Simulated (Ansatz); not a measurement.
# GeH4 with SbH3: superposition error and deformation, part 3 of 3

Ansatz 0.2.0, Gaussian basis. Earlier steps stand in the parts before.

## Step 24: revPBE-D4/def2-TZVPPD

The inputs:

free-a/in.yaml

```yaml
crystal:
  periodic: [false, false, false]
  atoms:
    - {symbol: Ge, position_ang: [0.096178, -0.217133, -1.987726]}
    - {symbol: H, position_ang: [-1.183831, 0.605210, -2.186558]}
    - {symbol: H, position_ang: [1.255137, 0.720442, -1.624427]}
    - {symbol: H, position_ang: [0.430549, -0.964630, -3.285289]}
    - {symbol: H, position_ang: [-0.117150, -1.229519, -0.854664]}
basis:
  gaussian: {orbitals: "def2-TZVPPD.json"}
hamiltonian: {xc: {name: revPBE}, dispersion: d4}
```

free-b/in.yaml

```yaml
crystal:
  periodic: [false, false, false]
  atoms:
    - {symbol: Sb, position_ang: [-0.327744, 0.715568, 1.956775]}
    - {symbol: H, position_ang: [1.212274, -0.016512, 2.046327]}
    - {symbol: H, position_ang: [-1.098671, -0.762055, 2.328039]}
    - {symbol: H, position_ang: [-0.266740, 1.148431, 3.607521]}
basis:
  gaussian: {orbitals: "def2-TZVPPD.json"}
hamiltonian: {xc: {name: revPBE}, dispersion: d4}
```

The same command starts each run, in its folder.

Started as:

```console
$ ansatz run in.yaml --threads 4 --pin off --events-out ev --progress --plain --max-ram 9574MiB
```

Log of free-a (excerpt; [...] marks lines left out):

```text
Functional definition: revPBE
  name "revPBE"
  cite "Zhang & Yang, Phys. Rev. Lett. 80, 890 (1998) doi:10.1103/PhysRevLett.80.890"
  cite "Perdew, Burke & Ernzerhof, Phys. Rev. Lett. 77, 3865 (1996) doi:10.1103/PhysRevLett.77.3865"
[...]
609 factors; their error is unknown
[...]
mean field -56578.65349660 eV, -2079.2271656112 hartree, gradient 7.2e-5 eV, S^2 0.000000; 0 other end points of the search recorded, 0 dependent functions left out
reference -56578.65353454 eV, -2079.2271670055 hartree; 18, 18 occupied and 104, 104 virtual orbitals, 609 factors
Total energy: -56578.80050466 eV, -2079.2325680580 hartree
```

free-b printed (excerpt; [...] marks lines left out):

```text
[... 4 set-up lines as earlier in the session ...]
[...]
590 factors; their error is unknown
[...]
mean field -6587.26627633 eV, -242.0775706458 hartree, gradient 2.2e-5 eV, S^2 0.000000; 0 other end points of the search recorded, 0 dependent functions left out
reference -6587.26632266 eV, -242.0775723483 hartree; 13, 13 occupied and 94, 94 virtual orbitals, 590 factors
Total energy: -6587.40422251 eV, -242.0826400742 hartree
```

Times: 0.45 s (free-a), 0.45 s (free-b) on 4 threads of AMD EPYC 7R43, shared host; peak memory 0.45 GiB.

## Step 25: B97M-V/def2-TZVPPD

Each input of step 24 (free-a, free-b) changes in the same lines:

```diff
-hamiltonian: {xc: {name: revPBE}, dispersion: d4}
+hamiltonian: {xc: {name: B97M-V}}
```

Each run has its own folder and the same command.

Started as:

```console
$ ansatz run in.yaml --threads 4 --pin off --events-out ev --progress --plain --max-ram 9574MiB
```

Log of free-a (excerpt; [...] marks lines left out):

```text
[... 5 set-up lines as earlier in the session ...]
  # Of w^i u^j: cxij and so on, Table III.
[...]
  gx(w, u) = cx00 + cx01*u + cx02*u^2 + (cx10 + cx11*u)*w
[...]
  gos(w, u) = cos00 + cos01*u + cos03*u^3 + cos10*w + cos32*w^3*u^2
[...]
      + integral(e_c_pw_mod_opposite_spin*gos(b97_w_opposite, b97_u_opposite)) + vv10(b, c)
609 factors; their error is unknown
[...]
mean field -56572.57437400 eV, -2079.0037619764 hartree, gradient 2.2e-5 eV, S^2 0.000000; 0 other end points of the search recorded, 0 dependent functions left out
reference -56572.57441916 eV, -2079.0037636359 hartree; 18, 18 occupied and 104, 104 virtual orbitals, 609 factors
Total energy: -56572.57441916 eV, -2079.0037636359 hartree
```

Log of free-b (excerpt; [...] marks lines left out):

```text
[... 5 set-up lines as earlier in the session ...]
  # Of w^i u^j: cxij and so on, Table III.
[...]
  gx(w, u) = cx00 + cx01*u + cx02*u^2 + (cx10 + cx11*u)*w
[...]
  gos(w, u) = cos00 + cos01*u + cos03*u^3 + cos10*w + cos32*w^3*u^2
[...]
      + integral(e_c_pw_mod_opposite_spin*gos(b97_w_opposite, b97_u_opposite)) + vv10(b, c)
590 factors; their error is unknown
[...]
mean field -6585.99701408 eV, -242.0309261183 hartree, gradient 2.0e-5 eV, S^2 0.000000; 0 other end points of the search recorded, 0 dependent functions left out
reference -6585.99706687 eV, -242.0309280584 hartree; 13, 13 occupied and 94, 94 virtual orbitals, 590 factors
Total energy: -6585.99706687 eV, -242.0309280584 hartree
```

Wall times: 1.6 s (free-a), 1.4 s (free-b) on 4 threads of AMD EPYC 7R43, shared host; peak memory 0.45 GiB.

## Step 26: HSE06-D4/def2-TZVPPD

Each input of step 25 (free-a, free-b) changes in the same lines:

```diff
-hamiltonian: {xc: {name: B97M-V}}
+hamiltonian: {xc: hse06, dispersion: d4}
```

Each run has its own folder and the same command.

Started as:

```console
$ ansatz run in.yaml --threads 4 --pin off --events-out ev --progress --plain --max-ram 9574MiB
```

free-a printed (excerpt; [...] marks lines left out):

```text
[... 6 set-up lines as earlier in the session ...]
[...]
662 factors; their error is unknown
67 factors; integrals over basis functions are off by at most 1.9e-6 eV
[...]
mean field -56575.71485502 eV, -2079.1191725253 hartree, gradient 6.1e-5 eV, S^2 0.000000; 0 other end points of the search recorded, 0 dependent functions left out
reference -56575.71488739 eV, -2079.1191737148 hartree; 18, 18 occupied and 104, 104 virtual orbitals, 662 factors
Total energy: -56575.74738487 eV, -2079.1203679750 hartree
```

free-b printed (excerpt; [...] marks lines left out):

```text
[... 6 set-up lines as earlier in the session ...]
[...]
660 factors; their error is unknown
59 factors; integrals over basis functions are off by at most 6.0e-6 eV
[...]
mean field -6585.91865185 eV, -242.0280463595 hartree, gradient 7.9e-5 eV, S^2 0.000000; 0 other end points of the search recorded, 0 dependent functions left out
reference -6585.91868739 eV, -242.0280476657 hartree; 13, 13 occupied and 94, 94 virtual orbitals, 660 factors
Total energy: -6585.95051652 eV, -242.0292173647 hartree
```

Wall times: 0.65 s (free-a), 0.6 s (free-b) on 4 threads of AMD EPYC 7R43, shared host; peak memory 0.45 GiB.

## Step 27: CCSD(T)/def2-TZVPPD

The same edit goes into each in.yaml of step 26 (free-a, free-b):

```diff
-hamiltonian: {xc: hse06, dispersion: d4}
+correlation: {method: ccsd_t}
```

Each run has its own folder and the same command.

Started as:

```console
$ ansatz run in.yaml --threads 4 --pin off --events-out ev --progress --plain --max-ram 9574MiB
```

free-a printed (excerpt; [...] marks lines left out):

```text
[... 4 set-up lines as earlier in the session ...]
[...]
694 factors; integrals over basis functions are off by at most 6.7e-4 eV
[...]
mean field -56536.53900438 eV, -2077.6794865686 hartree, gradient 2.9e-6 eV, S^2 0.000000; 0 other end points of the search recorded, 0 dependent functions left out
9 core orbitals not correlated: weight in the atoms' cores, before any rotation towards them, 1.000 or more for the frozen orbitals, at most 0.000 for the correlated occupied ones
reference -56536.53900438 eV, -2077.6794865686 hartree; 9, 9 occupied and 104, 104 virtual orbitals, 694 factors
second order -7.64826750 eV of doubles, -0.00000000 eV of singles
cycle   1  -7.82834106 eV  change   -1.8e-1 eV  update   7.3e-2
[...]
cycle   8  -8.18976200 eV  change   -8.6e-6 eV  update   9.2e-6
perturbative correction -0.23372287 eV, -0.0085891571 hartree
Total energy: -56544.96248926 eV, -2077.9890439280 hartree
```

Output in free-b (excerpt; [...] marks lines left out):

```text
[... 4 set-up lines as earlier in the session ...]
[...]
764 factors; integrals over basis functions are off by at most 9.2e-4 eV
[...]
mean field -6557.41540422 eV, -240.9805713293 hartree, gradient 1.4e-6 eV, S^2 0.000000; 0 other end points of the search recorded, 0 dependent functions left out
4 core orbitals not correlated: weight in the atoms' cores, before any rotation towards them, 1.000 or more for the frozen orbitals, at most 0.000 for the correlated occupied ones
reference -6557.41540422 eV, -240.9805713293 hartree; 9, 9 occupied and 94, 94 virtual orbitals, 764 factors
second order -10.07275287 eV of doubles, -0.00000000 eV of singles
cycle   1  -10.02320150 eV  change    5.0e-2 eV  update   7.8e-2
[...]
cycle   9  -10.35672946 eV  change   -7.7e-7 eV  update   7.5e-6
perturbative correction -0.26847181 eV, -0.0098661570 hartree
Total energy: -6568.04060549 eV, -241.3710402739 hartree
```

They took 1.7 s (free-a), 2.5 s (free-b) on 4 threads of AMD EPYC 7R43, shared host; peak memory 0.45 GiB.

## Step 28: The split

| method | interaction with counterpoise (kJ/mol) | without | superposition error | deformation | binding energy |
| --- | --- | --- | --- | --- | --- |
| PBE-D4 | -6.26 | -6.49 | 0.23 | 0.05 | -6.21 |
| revPBE-D4 | -5.24 | -5.47 | 0.23 | 0.04 | -5.20 |
| BLYP-D4 | -5.07 | -5.32 | 0.25 | 0.04 | -5.03 |
| r2SCAN-D4 | -3.86 | -4.15 | 0.29 | 0.05 | -3.81 |
| B97M-V | -4.52 | -4.81 | 0.29 | 0.02 | -4.50 |
| PBE0-D4 | -5.76 | -6.00 | 0.25 | 0.02 | -5.74 |
| B3LYP-D4 | -5.45 | -5.69 | 0.25 | 0.02 | -5.42 |
| HSE06-D4 | -5.79 | -6.03 | 0.24 | 0.02 | -5.77 |
| wB97X-V | -4.67 | -4.92 | 0.25 | -0.01 | -4.68 |
| wB97M-V | -4.92 | -5.23 | 0.31 | 0.01 | -4.92 |
| B2PLYP | 0.16 | -0.91 | 1.07 | 0.02 | 0.17 |
| Hartree-Fock | 4.37 | 4.05 | 0.32 | -0.09 | 4.28 |
| MP2 | -4.24 | -7.22 | 2.99 | 0.02 | -4.22 |
| CCSD | -2.23 | -5.00 | 2.76 | 0.00 | -2.24 |
| CCSD(T) | -3.38 | -6.28 | 2.90 | 0.01 | -3.37 |

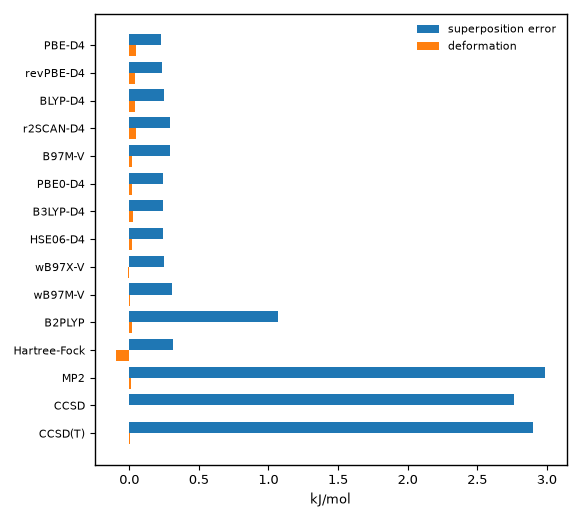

Superposition error and deformation energy by method.

## Step 29: Summary of results

The summary covers parts 1 to 3.

| quantity | value |
| --- | --- |
| interaction, CCSD(T) | -3.38 kJ/mol |
| superposition error | 2.90 kJ/mol |
| deformation | 0.01 kJ/mol |
| binding energy | -3.37 kJ/mol |

In words: In this basis the superposition error is 2.90 kJ/mol for CCSD(T) and 0.26 kJ/mol on average for the plain functionals: correlated methods borrow far more, since they need many more functions to converge. Deformation takes back 0 % of the interaction. The free shapes are PBE0-D4 minima, so other methods can show a small negative deformation energy.
